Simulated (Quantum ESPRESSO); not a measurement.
# Ti K ELNES/XANES of TiTeSe (P3m1) from DFT, part 3 of 4

Aim: the near-edge shape at the Ti K edge of TiTeSe (P3m1), and what the core hole does to it.

Quantum ESPRESSO 7.5; X-ray absorption near-edge structure, plane-wave PAW LDA, one-electron final states by a Lanczos continued fraction.

So far. Step 2 (Ground state of the crystal): The mesh shows no gap, so the system is treated as a metal and the core electron is put at the Fermi level (neutral cell). Step 3 (Spectrum without a core hole, Ti atom 3): Main maxima below 30 eV (height): 1.2 eV (0.26), 9.2 eV (1.87), 13.9 eV (1.35), 18.8 eV (1.60), 20.8 eV (1.34), 22.8 eV (1.45) and 24.7 eV (1.33). A K edge sees empty p states.

**8. Spectrum with XCH, Ti atom 3**

The Lanczos recursion gives the spectrum without computing empty bands; each polarisation needs a run of its own on the full k mesh. xe0 is set between filled and empty states, and states below it are cut, here at the Fermi level, which holds the excited electron. The file of filecore holds the core orbital, taken from the hole-free data set.

Contents of xspectra.in:

```
&input_xspectra
   calculation='xanes_dipole', edge='K'
   prefix='x', outdir='tmp', xiabs=3, xe0=5.5952
   xonly_plot=.false., x_save_file='xanes.sav'
   xniter=3000, xcheck_conv=20, xerror=0.005
   xcoordcrys=.false., xepsilon(1)=1, xepsilon(2)=0, xepsilon(3)=0
/
&plot
   xnepoint=413, xemin=-10, xemax=45, terminator=.true., cut_occ_states=.true.
   xgamma=0.4
/
&pseudos
   filecore='../Ti.wfc'
/
&cut_occ
   cut_desmooth=0.1, cut_stepl=0.05, cut_stepu=0.05, cut_ierror=1e-5
/
4 4 4 0 0 0
```

xspectra_1.in, as its differences from xspectra.in of step 8:

```diff
@@ -5,3 +5,3 @@
    xniter=3000, xcheck_conv=20, xerror=0.005
-   xcoordcrys=.false., xepsilon(1)=1, xepsilon(2)=0, xepsilon(3)=0
+   xcoordcrys=.false., xepsilon(1)=0, xepsilon(2)=0, xepsilon(3)=1
 /
```

Started as:

```bash
OMP_NUM_THREADS=1 mpirun --oversubscribe --bind-to none -np 4 xspectra.x -nk 4 -in xspectra.in > xspectra.out
```

Log:

```text
     [... banner and references ...]
Reading input_file

     calculation: xanes_dipole

     xepsilon  [cartesian coordinates]:   1.000000   0.000000   0.000000

     xonly_plot: FALSE
        => complete calculation: Lanczos + spectrum plot

     filecore (core-wavefunction file): ../Ti.wfc

     main plot parameters:
        cut_occ_states: TRUE
        gamma_mode:  constant
        -> using xgamma [eV]:  0.40
        xemin [eV]: -10.00
        xemax [eV]:  45.00
        xnepoint:  413
        xe0 [eV]:   5.595200 (energy zero read in input file)

     WARNING: variable ef_r is obsolete

                      Reading SCF save directory: x.save

     tmp/x.save/

     Exchange-correlation= PZ
                           (   1   1   0   0   0   0   0)

     G-vector sticks info

                           Getting the Fermi energy

     From SCF save directory:
        ehomo [eV]:    5.9356 (highest occupied level)
        elumo [eV]:    5.9751 (lowest occupied level)
        ef    [eV]:    5.9356

     -> ef (in eV) will be written in x_save_file

                           Energy zero of the spectrum

     -> ef will NOT be used as energy zero of the spectrum
       (because xe0 read in input file)

     G-vector sticks info

     bravais-lattice index     =            0
     lattice parameter (alat)  =      12.0618  a.u.
     unit-cell volume          =    1579.7131 (a.u.)^3
     number of atoms/cell      =            9
     number of atomic types    =            4
     number of electrons       =        49.00
     number of Kohn-Sham states=           30
     kinetic-energy cutoff     =      40.0000  Ry
     charge density cutoff     =     310.0000  Ry
     Exchange-correlation= PZ
                           (   1   1   0   0   0   0   0)

     celldm(1)=  12.061798  celldm(2)=   0.000000  celldm(3)=   0.000000
     celldm(4)=   0.000000  celldm(5)=   0.000000  celldm(6)=   0.000000

     crystal axes: (cart. coord. in units of alat)
               a(1) = (   0.000000   1.000000   0.000000 )
               a(2) = (  -0.866025  -0.500000   0.000000 )
               a(3) = (   0.000000   0.000000   1.039469 )

     reciprocal axes: (cart. coord. in units 2 pi/alat)
               b(1) = ( -0.577350  1.000000  0.000000 )
               b(2) = ( -1.154701  0.000000  0.000000 )
               b(3) = (  0.000000 -0.000000  0.962030 )

     PseudoPot. #1 for Te:     Pseudo is Projector augmented-wave + core cor, Zval =  6.0

     PseudoPot. #2 for Se:     Pseudo is Projector augmented-wave + core cor, Zval =  6.0

     PseudoPot. #3 for Ti:     Pseudo is Projector augmented-wave + core cor, Zval =  5.0

     PseudoPot. #4 for Ti:     Pseudo is Projector augmented-wave + core cor, Zval =  4.0

     atomic species   valence    mass     pseudopotential
     Te                6.00     1.00000     Te( 1.00)
     Se                6.00     1.00000     Se( 1.00)
     Ti0               5.00     1.00000     Ti( 1.00)
     Ti                4.00     1.00000     Ti( 1.00)

      6 Sym. Ops. (no inversion) found

   Cartesian axes

     site n.     atom                  positions (alat units)
         1        Te     tau(   1) = (  -0.5773503  -0.3333333   0.2616009  )
         2        Te     tau(   2) = (  -0.2886751   0.1666667   0.2616009  )
         3        Te     tau(   3) = (   0.0000000   0.6666667   0.2616009  )
         4        Se     tau(   4) = (   0.0000000   0.3333333   0.7999935  )
         5        Se     tau(   5) = (  -0.5773503   0.3333333   0.7999935  )
         6        Se     tau(   6) = (  -0.2886751  -0.1666667   0.7999935  )
         7        Ti0    tau(   7) = (   0.0000000   0.0000000   1.0173440  )
         8        Ti     tau(   8) = (  -0.5773503  -0.0000000   1.0173440  )
         9        Ti     tau(   9) = (  -0.2886751   0.5000000   1.0173440  )

     number of k points=    64  Marzari-Vanderbilt smearing, width (Ry)=  0.0150
                       cart. coord. in units 2pi/alat
        k(    1) = (   0.0000000   0.0000000   0.0000000), wk =   0.0312500
[...]
k(    4) = (   0.0000000   0.0000000   0.7215225), wk =   0.0312500
        k(    5) = (  -0.2886751   0.0000000   0.0000000), wk =   0.0312500
[...]
k(   62) = (  -1.2990381   0.7500000   0.2405075), wk =   0.0312500
        k(   63) = (  -1.2990381   0.7500000   0.4810150), wk =   0.0312500
        k(   64) = (  -1.2990381   0.7500000   0.7215225), wk =   0.0312500

     Dense  grid:   145613 G-vectors     FFT dimensions: (  72,  72,  72)

     Smooth grid:    53853 G-vectors     FFT dimensions: (  50,  50,  54)

     The potential is recalculated from file :
     tmp/x.save/charge-density

     Starting wfcs are   51 atomic wfcs
     Checking if some PAW data can be deallocated...

               Reading core wavefunction file for the absorbing atom

     ../Ti.wfc successfully read

                              Attributing the PAW radii
                     for the absorbing atom [units: Bohr radius]

        PAW proj 1: r_paw(l= 0)= 4.12  (1.5*r_cut)
        PAW proj 2: r_paw(l= 0)= 4.12  (1.5*r_cut)
        PAW proj 3: r_paw(l= 1)= 4.12  (1.5*r_cut)
        PAW proj 4: r_paw(l= 1)= 4.12  (1.5*r_cut)
        PAW proj 5: r_paw(l= 2)= 3.45  (1.5*r_cut)
        PAW proj 6: r_paw(l= 2)= 3.45  (1.5*r_cut)

        NB: The calculation will not necessary use all these r_paw values.
            - For a edge in the electric-dipole approximation,
              only the r_paw(l=1) values are used.
            - For a K edge in the electric-quadrupole approximation,
              only the r_paw(l=2) values are used.

            - For a L2 or L3 edge in the electric-quadrupole approximation,

              all projectors (s, p and d) are used.

                          Starting XANES calculation
                     in the electric dipole approximation

     Method of calculation based on the Lanczos recursion algorithm
        - STEP 1: Construction of a kpoint-dependent Lanczos basis,
          in which the Hamiltonian is tridiagonal (each 'iter'
          corresponds to the calculation of one more Lanczos vector)
        - STEP 2: Calculation of the cross-section as a continued fraction
          averaged over the k-points.

     ... Begin STEP 1 ...

        Radial transition matrix element(s) used in the calculation of the
        initial vector of the Lanczos basis (|tilde{phi}_abs> normalized)
        | For PAW proj. (l=1) #1: radial matrix element =   0.005710984
        | For PAW proj. (l=1) #2: radial matrix element =   0.009600194

NB: the    16 k-point are not all listed below because npool=  4
        |-------------------------------------------------------------
        ! k-point #     1:  ( 0.0000,  0.0000,  0.0000),  0.0312,   1
        |-------------------------------------------------------------
 okvan= T
        |   Norm of the initial Lanczos vector: 0.69698459E-02
        |   Estimated error at iter     20:   1.00549058
        |   Estimated error at iter     40:   0.28074459
        |   Estimated error at iter     60:   0.31819321
        |   Estimated error at iter     80:   0.22328669
        |   Estimated error at iter    100:   0.15875985
[...]
!   => CONVERGED at iter    400 with error=  0.00411321
        |-------------------------------------------------------------
        ! k-point #     2:  ( 0.0000,  0.0000,  0.2405),  0.0312,   1
        |-------------------------------------------------------------
 okvan= T
        |   Norm of the initial Lanczos vector: 0.69698460E-02
[...]
!   => CONVERGED at iter    400 with error=  0.00486640
        |-------------------------------------------------------------
     [... 13 further k-points ...]
        ! k-point #    16:  (-0.8660,  0.0000,  0.7215),  0.0312,   1
        |-------------------------------------------------------------
 okvan= T
        |   Norm of the initial Lanczos vector: 0.69698457E-02
[...]
|   Estimated error at iter    440:   0.01059390
        |   Estimated error at iter    460:   0.00570629
        |   Estimated error at iter    480:   0.00844048
        !   => CONVERGED at iter    500 with error=  0.00364896

     Results of STEP 1 successfully written in x_save_file
     x_save_file name:
     ->  xanes.sav
     x_save_file version:  2

     ... End STEP 1 ...

     ... Begin STEP 2 ...

     The spectrum is calculated using the following parameters:
        xe0 [eV]:    5.5952
        the occupied states are elimintate from the spectrum
        xemin [eV]: -10.00
        xemax [eV]:  45.00
        xnepoint:  413
        constant broadening parameter [eV]:    0.400
        Core level energy [eV]:  -4966.
         (from electron binding energy of neutral atoms in X-ray data booklet)

     Cross-section successfully written in xanes.dat

     ... End STEP 2 ...

                                END JOB XSpectra
```

Elapsed: 2.1 min, on 4 MPI ranks of Arm Neoverse V1, shared host; peak memory 0.22 GiB; 8.3 min of CPU time.

The Ti K spectrum, Ti atom 3, excited-electron core hole (neutral cell) (energy from the energy zero of the input (xe0, at the border of filled and empty states); intensity scaled to a mean of 1 over the first 20 eV; the points at xe0, where the cut of filled states can leave a spike, are interpolated; polarised curves are means over the symmetry-equivalent atoms):

| E (eV) | isotropic | ε ⊥ c | ε ∥ c |
| --- | --- | --- | --- |
| -2.0 | 0.03 | 0.03 | 0.02 |
| -0.5 | 0.06 | 0.06 | 0.05 |
| 1.0 | 0.22 | 0.28 | 0.09 |
| 2.5 | 0.17 | 0.18 | 0.16 |
| 4.0 | 0.16 | 0.16 | 0.15 |
| 5.5 | 0.66 | 0.67 | 0.65 |
| 7.0 | 1.28 | 1.20 | 1.43 |
| 8.5 | 1.76 | 1.83 | 1.62 |
| 10.0 | 1.47 | 1.59 | 1.24 |
| 11.5 | 0.99 | 0.88 | 1.21 |
| 13.0 | 1.41 | 1.27 | 1.69 |
| 14.5 | 1.08 | 1.03 | 1.19 |
| 16.0 | 1.31 | 1.27 | 1.38 |
| 17.5 | 1.11 | 1.08 | 1.17 |
| 19.0 | 1.51 | 1.53 | 1.46 |
| 20.5 | 1.32 | 1.34 | 1.29 |
| 22.0 | 1.25 | 1.39 | 0.96 |
| 23.5 | 1.26 | 1.27 | 1.24 |
| 25.0 | 1.30 | 1.34 | 1.20 |
| 26.5 | 1.20 | 1.10 | 1.39 |
| 28.0 | 1.24 | 1.27 | 1.19 |
| 29.5 | 1.06 | 0.96 | 1.27 |
| 31.0 | 1.30 | 1.23 | 1.44 |

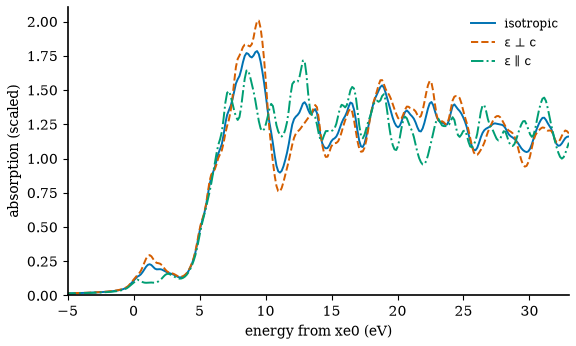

The Ti K edge, Ti atom 3, excited-electron core hole (neutral cell): main maxima at 8.6, 9.4 and 18.8 eV.

Main maxima below 30 eV (height): 1.2 eV (0.23), 8.6 eV (1.77), 9.4 eV (1.78), 13.0 eV (1.41), 16.4 eV (1.41), 18.8 eV (1.53) and 22.6 eV (1.41). 

The total-energy difference is 4971.67 eV. One term is added: -22.68 eV, since the hole is spin-paired here and a spin-polarised one costs that much less in the free atom (computed apart). The photon energy is then 4948.99 eV. The tabulated edge of the element is 4966 eV. The functional leaves an error in such absolute values: in the free atom LDA prices this hole 13.2 eV below PBE (computed apart), and PBE is itself good to a few eV.

**9. Another broadening**

The final state's lifetime shortens with energy, so measured features broaden above the edge; the saved Lanczos coefficients are redrawn with a width that grows.

Contents of xspectra_plot.in:

```
&input_xspectra
   calculation='xanes_dipole', edge='K'
   prefix='x', outdir='tmp', xiabs=3, xe0=5.5952
   xonly_plot=.true., x_save_file='xanes.sav'
   xniter=3000, xcheck_conv=20, xerror=0.005
   xcoordcrys=.false., xepsilon(1)=1, xepsilon(2)=0, xepsilon(3)=0
/
&plot
   xnepoint=413, xemin=-10, xemax=45, terminator=.true., cut_occ_states=.true.
   gamma_mode='variable', gamma_energy(1)=4, gamma_energy(2)=25, gamma_value(1)=0.47, gamma_value(2)=4
/
&pseudos
   filecore='../Ti.wfc'
/
&cut_occ
   cut_desmooth=0.1, cut_stepl=0.05, cut_stepu=0.05, cut_ierror=1e-5
/
4 4 4 0 0 0
```

Started as:

```bash
OMP_NUM_THREADS=1 xspectra.x -in xspectra_plot.in > xspectra_plot.out
```

Log:

```text
     [... banner and references ...]
Reading input_file
     -------------------------------------------------------------------------

     calculation: xanes_dipole

     xonly_plot: TRUE
        => only the spectrum plot

     main plot parameters:
        cut_occ_states: TRUE
        gamma_mode:  variable
        -> first, constant up to point ( 4.00, 0.47) [eV]
        -> then, linear up to point (25.00, 4.00) [eV]
        -> finally, constant up to xemax
        xemin [eV]: -10.00
        xemax [eV]:  45.00
        xnepoint:  413
[...]
xemin [eV]: -10.00
        xemax [eV]:  45.00
        xnepoint:  413
        energy-dependent broadening parameter:
         -> first, constant up to point ( 4.00, 0.47) [eV]
         -> then, linear up to point (25.00, 4.00) [eV]
         -> finally, constant up to xemax
        Core level energy [eV]:  -4966.
         (from electron binding energy of neutral atoms in X-ray data booklet)

     Cross-section successfully written in xanes.dat

     -------------------------------------------------------------------------
                                END JOB XSpectra
     -------------------------------------------------------------------------
[key lines of the parts left out:]
Fermi level [eV]:   5.9356
```

It took 2.5 s on 1 MPI rank; peak memory 0.05 GiB.

With a Lorentzian half width 0.47 eV up to 4 eV, rising linearly to 4 eV at 25 eV, the maxima are 1.2 eV (0.24), 8.7 eV (1.53) and 18.7 eV (1.29).

**10. Another broadening**

The saved Lanczos coefficients are redrawn with another constant width, to see how the features depend on it.

Changes to xspectra_plot.in since step 9:

```diff
@@ -9,3 +9,3 @@
    xnepoint=413, xemin=-10, xemax=45, terminator=.true., cut_occ_states=.true.
-   gamma_mode='variable', gamma_energy(1)=4, gamma_energy(2)=25, gamma_value(1)=0.47, gamma_value(2)=4
+   xgamma=0.25
 /
```

Log:

```text
     [... banner and references ...]
Reading input_file
     -------------------------------------------------------------------------

     calculation: xanes_dipole

     xonly_plot: TRUE
        => only the spectrum plot

     main plot parameters:
        cut_occ_states: TRUE
        gamma_mode:  constant
        -> using xgamma [eV]:  0.25
        xemin [eV]: -10.00
        xemax [eV]:  45.00
        xnepoint:  413
        xe0 [eV]:   5.595200 (energy zero read in input file)

     WARNING: variable ef_r is obsolete

[...]
Using the following parameters:
        xe0 [eV]:    5.5952
        the occupied states are elimintate from the spectrum
        xemin [eV]: -10.00
        xemax [eV]:  45.00
        xnepoint:  413
        constant broadening parameter [eV]:    0.250
        Core level energy [eV]:  -4966.
         (from electron binding energy of neutral atoms in X-ray data booklet)

     Cross-section successfully written in xanes.dat

     -------------------------------------------------------------------------
                                END JOB XSpectra
     -------------------------------------------------------------------------
[key lines of the parts left out:]
Fermi level [eV]:   5.9356
```

Run time: 2.5 s. Hardware: 1 MPI rank; peak memory 0.05 GiB.

With a Lorentzian half width 0.25 eV, the maxima are 1.2 eV (0.25), 7.8 eV (1.65), 8.6 eV (1.89), 9.4 eV (1.92), 16.4 eV (1.52), 18.8 eV (1.63) and 22.6 eV (1.51).

**11. Supercell with XCH, Ti atom 3**

This attempt departs from the first core-hole run: convergence threshold of the field to 0.01.

Contents of scf.in:

```
&control
   calculation='scf', prefix='x', pseudo_dir='../pp', outdir='tmp', tprnfor=.true.
/
&system
   ibrav=0, nat=9, ntyp=4, nbnd=30
   ecutwfc=40, ecutrho=310
   occupations='smearing', smearing='mv', degauss=0.015
/
&electrons
   conv_thr=1.0e-02, electron_maxstep=120
   mixing_beta=0.5
/
ATOMIC_SPECIES
Te 1.0 Te.lda-n-kjpaw.UPF
Se 1.0 Se.lda-n-kjpaw.UPF
Ti0 1.0 Ti.lda-nx-kjpaw-1sch.UPF
Ti 1.0 Ti.lda-nx-kjpaw.UPF
CELL_PARAMETERS angstrom
  0.00000000 6.38282878 0.00000000
  -5.52769187 -3.19141439 0.00000000
  0.00000000 0.00000000 6.63475060
ATOMIC_POSITIONS crystal
Te   0.00000000 0.66666667 0.25166794
Te   0.33333333 0.33333333 0.25166794
Te   0.66666667 0.00000000 0.25166794
Se   0.33333333 0.00000000 0.76961768
Se   0.66666667 0.66666667 0.76961768
Se   0.00000000 0.33333333 0.76961768
Ti0  0.00000000 0.00000000 0.97871539
Ti   0.33333333 0.66666667 0.97871539
Ti   0.66666667 0.33333333 0.97871539
K_POINTS automatic
5 5 4 0 0 0
```

Started as:

```bash
OMP_NUM_THREADS=1 mpirun --oversubscribe --bind-to none -np 4 pw.x -nk 4 -in scf.in > scf.out
```

Log:

```text
     [... banner and references ...]
[banner, memory and clock lines left out]
using ibrav=0 with symmetry is DISCOURAGED, use correct ibrav instead

     G-vector sticks info

     bravais-lattice index     =            0
     lattice parameter (alat)  =      12.0618  a.u.
     unit-cell volume          =    1579.7131 (a.u.)^3
     number of atoms/cell      =            9
     number of atomic types    =            4
[...]
atom    3 type  1   force =    -0.00000000    0.00967490   -0.01118824
[...]
atom    8 type  4   force =    -0.00000000    0.00000000   -0.00380772
     atom    9 type  4   force =    -0.00000000    0.00000000   -0.00380772

     Total force =     0.044125     Total SCF correction =     0.040435
     SCF correction compared to forces is large: reduce conv_thr to get better values

     XML data file, charge density, pseudopotentials, collected wavefunctions
[key lines of the parts left out:]
!    total energy              =   -1847.15851272 Ry
the Fermi energy is     5.5551 ev
convergence has been achieved in   8 iterations
```

Wall time 32 s (4 MPI ranks); peak memory 0.27 GiB.

The run finished. A setting was moved off its sound value on purpose, so it serves as a test and not as the result.

The fault put into the input: conv_thr is far too loose.

(Part 3 of 4 ends here.)

[Banner, clock and machine lines of the logs are left out without a mark of their own.]

[Logs are printed without paths, hosts, clocks, repeated set-up lines and the standing remarks that a program may print on its own settings, such as how far it seeks lower states.]

[Hosts, paths, dates, database ids (printed as entryN), source tags and the programs' standing remarks are cut or masked in the printed files.]

[Lists of maxima count a maximum above −3 eV only where it reaches 4 % of the highest in the window and stands out from its surroundings by 2 % of it (1.5 % where it reaches 55 %); shoulders and weaker maxima are passed over, and of the rest the first, up to two pre-edge ones and the few strongest are named.]
